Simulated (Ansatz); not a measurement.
# SnOs (hypothetical, Pm-3m): phonons at finite temperature, part 3 of 3

Aim: the vibrations and stability of SnOs (hypothetical) with thermal and zero-point motion included. The crystal structure is hypothetical: it was made by swapping elements on a known structure type.

Ansatz 0.2.0; DFT PBEsol, scalar-relativistic, plane waves, PAW; PAW set soft_1.

So far. Step 2 (A first coarse run): The start is under 126 GPa at this level and looks like a metal on this mesh. Step 5 (Tight relaxation): The residual pressure is -8.7e-5 GPa, small enough for phonons. The relaxed cell has a = 3.215 Å (conventional setting).

### Step 6. Sampling the crystal at temperature (continued)

700 K; each column in its own order of rank; one wavevector of each set of like ones; translations left out; no LO-TO term. Modes at 700K, by row, the first 40 of 57 rows:

```tsv
q1	q2	q3	rank	harmonic (cm⁻¹)	gaussian (cm⁻¹)	gaussian error (cm⁻¹)	hessian (cm⁻¹)	hessian error (cm⁻¹)	path integral (cm⁻¹)	path integral error (cm⁻¹)
0	0	0	1	152.1	162.6	0.2	155.1	0.3	155.6	0.6
0	0	0	2	152.1	162.6	0.2	155.1	0.3	155.6	0.6
0	0	0	3	152.1	162.6	0.2	155.1	0.3	155.6	0.6
0	0	0.25	1	57.6	60.5	0	57.1	0.1	57.1	0.1
0	0	0.25	2	57.6	60.5	0	57.1	0.1	57.1	0.1
0	0	0.25	3	108.4	107.3	0.2	104.2	0.2	104.1	0.3
0	0	0.25	4	147.8	155.3	0.2	147.8	0.2	147.8	0.3
0	0	0.25	5	147.8	155.3	0.2	147.8	0.2	147.8	0.3
0	0	0.25	6	211.2	212.7	0.3	207.2	0.4	207	0.3
0	0	0.5	1	88.3	96.9	0.2	91.8	0.3	92	0.3
0	0	0.5	2	88.3	96.9	0.2	91.8	0.3	92	0.3
0	0	0.5	3	134.7	140	0.1	132.7	0.1	132.3	0.3
0	0	0.5	4	134.7	140	0.1	132.7	0.1	132.3	0.3
0	0	0.5	5	139.7	140.1	0.2	135.5	0.4	135.8	0.4
0	0	0.5	6	239.8	238.6	0.5	234.4	0.5	234.1	0.7
0	0.25	0.25	1	73.2	78.5	0.1	75.1	0.2	75.1	0.1
0	0.25	0.25	2	83.9	78.9	0.1	77.5	0.1	77.2	0.1
0	0.25	0.25	3	124.4	125.6	0.2	121	0.2	120.9	0.2
0	0.25	0.25	4	137.4	145.1	0.1	137.6	0.1	137.5	0.3
0	0.25	0.25	5	181.9	189.9	0.1	183	0.2	183.2	0.3
0	0.25	0.25	6	189.2	191.1	0.1	185.5	0.2	185.4	0.3
0	0.25	0.5	1	98.5	103.9	0.1	99.5	0.2	99.6	0.2
0	0.25	0.5	2	112.4	110.2	0.1	107.2	0.1	106.8	0.2
0	0.25	0.5	3	122.7	119.3	0.1	116.3	0.2	116	0.2
0	0.25	0.5	4	126.1	131.8	0.1	124.7	0.2	124.6	0.2
0	0.25	0.5	5	183.1	189.8	0.1	183.5	0.2	183.2	0.3
0	0.25	0.5	6	206.9	212.2	0.2	207.1	0.2	206.9	0.2
0	0.5	0.5	1	107	106.3	0.2	105.4	0.2	105	0.2
0	0.5	0.5	2	111.2	106.3	0.2	105.4	0.2	105	0.2
0	0.5	0.5	3	111.2	111.6	0.3	107.9	0.5	107.9	0.4
0	0.5	0.5	4	116.9	123.5	0.2	116.6	0.3	116.4	0.4
0	0.5	0.5	5	204.2	211.6	0.2	205.8	0.2	205.8	0.3
0	0.5	0.5	6	204.2	211.6	0.2	205.8	0.2	205.8	0.3
0.25	0.25	0.25	1	96.9	95.5	0.1	92.3	0.1	91.9	0.1
0.25	0.25	0.25	2	96.9	95.5	0.1	92.3	0.1	91.9	0.1
0.25	0.25	0.25	3	122	121.6	0.2	118	0.2	117.5	0.2
0.25	0.25	0.25	4	172.5	179.4	0.1	172.4	0.1	172.3	0.2
0.25	0.25	0.25	5	172.5	179.4	0.1	172.4	0.1	172.3	0.2
0.25	0.25	0.25	6	174.1	179.5	0.2	173.7	0.2	173.7	0.4
0.25	0.25	0.5	1	102.6	102.2	0.1	99.5	0.1	99.2	0.2
```

By temperature, by row:

```tsv
T (K)	verdict	pressure (GPa)	error (GPa)	vibrational free energy (eV/cell)	entropy (J/mol-cell/K)	free energy beyond the Gaussian (eV/cell)	mean-square displacement of the first Sn, sum over three axes, rings (Å²)	rings doubtful
150	stable	0.898	0.008	0.02455	41.73	-2.28e-4	0.005167	false
300	stable	1.666	0.027	-0.06721	73.27	-8.52e-4	0.009457	false
450	stable	2.463	0.028	-0.1973	92.79	-0.00194	0.01401	false
600	stable	3.256	0.03	-0.3529	106.7	-0.00334	0.01875	false
700	stable	3.804	0.033	-0.4674	114.2	-0.00449	0.02195	false
```

Lowest frequency on the supercell's wavevectors (translations apart) against temperature:

```tsv
temperature (K)	harmonic (cm⁻¹)	gaussian (cm⁻¹)	hessian (cm⁻¹)	path integral (cm⁻¹)
150	57.6	58.5	57.6	57.6
300	57.6	59.1	57.5	57.5
450	57.6	59.6	57.3	57.3
600	57.6	60.2	57.3	57.2
700	57.6	60.5	57.1	57.0
```

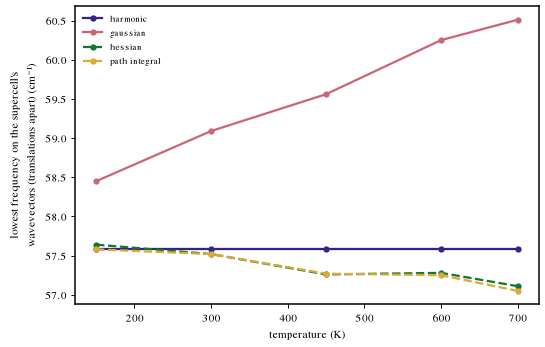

Lowest frequency on the supercell's wavevectors (translations apart), plotted against temperature.

Free-energy Hessian at 700 K, interpolated by phonopy, no LO-TO term. Phonon branches along the path, in cm⁻¹:

```tsv
point	branch 1	branch 2	branch 3	branch 4	branch 5	branch 6
Γ	0	0	0	155	155	155
X	92	92	133	133	136	234
M	105	105	108	117	206	206
Γ	0	0	0	155	155	155
R	137	137	137	184	184	184
X	92	92	133	133	136	234
jump to M	105	105	108	117	206	206
R	137	137	137	184	184	184
```

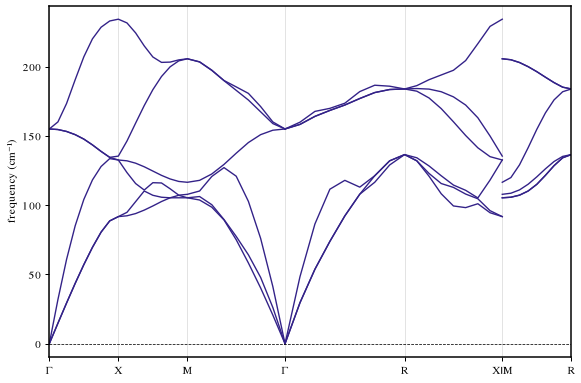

Phonon branches along the path.

The lowest frequency on the supercell's wavevectors (translations apart) is 57.6 cm⁻¹ at 300 K (harmonic); 59.1 cm⁻¹ at 300 K (gaussian); 57.5 cm⁻¹ at 300 K (hessian). On this path the spectrum ends at 234 cm⁻¹ (at X).

### Step 7. What came out

| Item | Value |
| --- | --- |
| 150 K | stable; softest mode 57.6 cm⁻¹ (harmonic 57.6); pressure 0.898 GPa |
| 300 K | stable; softest mode 57.5 cm⁻¹ (harmonic 57.6); pressure 1.67 GPa |
| 450 K | stable; softest mode 57.3 cm⁻¹ (harmonic 57.6); pressure 2.46 GPa |
| 600 K | stable; softest mode 57.3 cm⁻¹ (harmonic 57.6); pressure 3.26 GPa |
| 700 K | stable; softest mode 57.1 cm⁻¹ (harmonic 57.6); pressure 3.80 GPa |

What this shows: At fixed cell SnOs (hypothetical) is judged stable at 150 K, stable at 300 K, stable at 450 K, stable at 600 K and stable at 700 K. The crystal is harmonically stable on these wavevectors; at fixed cell its lowest frequency is 57.6 cm⁻¹ in the harmonic picture and 57.1 cm⁻¹ from the free energy at 700 K. The free-energy curvature lies below the Gaussian's frequency because the cubic (bubble) term lowers it; of these two only the curvature can turn negative. At 700 K the largest relative shift among harmonically stable modes above 20 cm⁻¹ that exceeds three times its error is at q = (0, 0.25, 0.25): 83.9 cm⁻¹ becomes 77.5 ± 0.1 cm⁻¹, matching modes by rank. The pressure column includes -0.080 GPa of the lattice at rest on the supercell's coarser k-mesh; in the Gaussian the ions' motion adds +3.88 GPa at 700 K, from the supercell's own modes alone. The cell is held fixed, the 128-atom supercell samples only its own wavevectors, and linewidths are not included; the verdicts are statistical. The PAW files were made for PBE and are used here under another functional, for which the program regenerates the frozen cores.

[Logs are printed without paths, hosts, clocks, repeated set-up lines and the standing remarks that a program may print on its own settings, such as how far it seeks lower states.]

[Hosts, paths, dates, database ids (printed as entryN), source tags and the programs' standing remarks are cut or masked in the printed files.]

[A step with changed settings may run another functional than the one named; its input shows which.]
